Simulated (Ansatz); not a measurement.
# F3HS2SiZn + HF: a complex and its separated parts

The complex below is one end of an elementary step. How strongly is it bound against its free parts?

The runs use Ansatz 0.2.0, Gaussian basis; PBE0-D4/def2-TZVP structures, single points in def2-TZVPP, no counterpoise correction.

Levels: SPW92, PBE-D4, BLYP-D4, r2SCAN-D4, B97M-V, PBE0-D4, B3LYP-D4, r2SCAN0-D4, BHLYP-D4, CAM-B3LYP-D4, wB97X-V, wB97M-V, B2PLYP, PBE-QIDH, RPA on PBE, Hartree-Fock, MP2, CCSD, CCSD(T).

Correlated methods freeze the cores. The 3s and 3p shells of Cu and Zn are frozen; filled d shells are correlated. B3LYP uses VWN-RPA correlation. B2PLYP carries no dispersion term here.

95 further runs of the same task are left out: 1 that didn't finish, 94 set aside as unsound or not needed.

### 1 The system as given

The complex: 10 atoms, charge 0, spin multiplicity 1.

Atoms are counted from 1 here; the program's logs count them from 0.

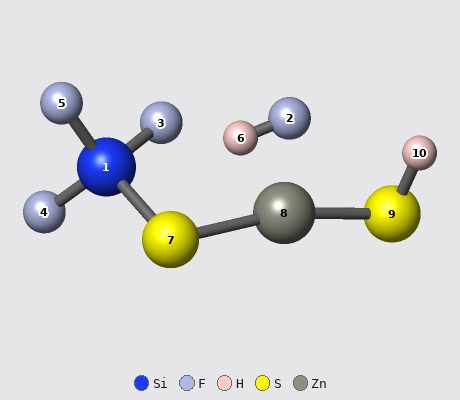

Start geometry, drawn with silicon blue, fluorine light blue, hydrogen pink, sulfur yellow, zinc grey; atoms are numbered from 1 in the order of the file.

Geometry (Å):

```xyz
10
charge 0, multiplicity 1
Si   -1.42244    1.24097   -0.45869
F     2.10802   -0.25151   -0.71194
F    -1.65237   -0.28643   -0.81684
F    -2.77675    1.79103    0.11930
F    -1.16230    1.99624   -1.81534
H     1.78741    0.62842   -0.63313
S     0.15963    1.45480    0.86690
Zn    0.55115   -0.73630    1.05286
S     0.75838   -2.78859    1.68520
H     1.64916   -3.04855    0.71167
```

Its parts: F3HS2SiZn holds atoms 1, 3, 4, 5, 7, 8, 9, 10; HF holds atoms 2, 6. Each part counts its atoms afresh in its own runs.

### 2 Relaxing F3HS2SiZn alone

relax-a/in.yaml

```yaml
crystal:
  periodic: [false, false, false]
  atoms:
    - {symbol: Si, position_ang: [-1.422439, 1.240966, -0.458688]}
    - {symbol: F, position_ang: [-1.652368, -0.286428, -0.816839]}
    - {symbol: F, position_ang: [-2.776749, 1.791029, 0.119300]}
    - {symbol: F, position_ang: [-1.162295, 1.996243, -1.815337]}
    - {symbol: S, position_ang: [0.159626, 1.454805, 0.866901]}
    - {symbol: Zn, position_ang: [0.551154, -0.736295, 1.052860]}
    - {symbol: S, position_ang: [0.758379, -2.788589, 1.685204]}
    - {symbol: H, position_ang: [1.649158, -3.048546, 0.711666]}
basis:
  gaussian: {orbitals: def2-TZVP}
hamiltonian: {xc: pbe0, dispersion: d4}
relax: {f_tol: 0.005, max_steps: 200}
```

Command:

```sh
ansatz run in.yaml --threads 4 --pin off --events-out ev --progress --plain --max-ram 46080MiB --backend cuda --devices 0, --max-vram 37GiB
```

The runs that follow: Relaxing HF alone; SPW92/def2-TZVPP; PBE-D4/def2-TZVPP; BLYP-D4/def2-TZVPP; r2SCAN-D4/def2-TZVPP; B97M-V/def2-TZVPP; PBE0-D4/def2-TZVPP; B3LYP-D4/def2-TZVPP; r2SCAN0-D4/def2-TZVPP; BHLYP-D4/def2-TZVPP; CAM-B3LYP-D4/def2-TZVPP; wB97X-V/def2-TZVPP; wB97M-V/def2-TZVPP; B2PLYP/def2-TZVPP; PBE-QIDH/def2-TZVPP; RPA on PBE/def2-TZVPP; CCSD(T)/def2-TZVPP; Vibrations of F3HS2SiZn; Vibrations of HF.

Before running it: what results should come out? Wanted: complex less parts, CCSD(T)/def2-TZVPP; with zero-point energy; largest T1 diagnostic.

As calculated:

```
                              quantity         value
complex less parts, CCSD(T)/def2-TZVPP  -25.4 kJ/mol
                with zero-point energy  -19.1 kJ/mol
                 largest T1 diagnostic         0.013
```

At CCSD(T) the complex lies 25.4 kJ/mol below its parts. The functionals run from PBE-QIDH, off by -1.2 kJ/mol, to SPW92, off by -26.2 kJ/mol, against CCSD(T). By rung, the mean size of the error is: LDA 26.2, GGA 7.7, meta-GGA 8.9, hybrid 6.0, range-separated hybrid 7.0, double hybrid 1.3 kJ/mol. PBE-D4 gives a relative energy 9.4 kJ/mol too low, outside chemical accuracy (1 kcal/mol, 4.2 kJ/mol). No counterpoise was applied, and triple zeta lacks some correlation, so the CCSD(T) reference has a basis error of its own, and close matches with it are partly luck.
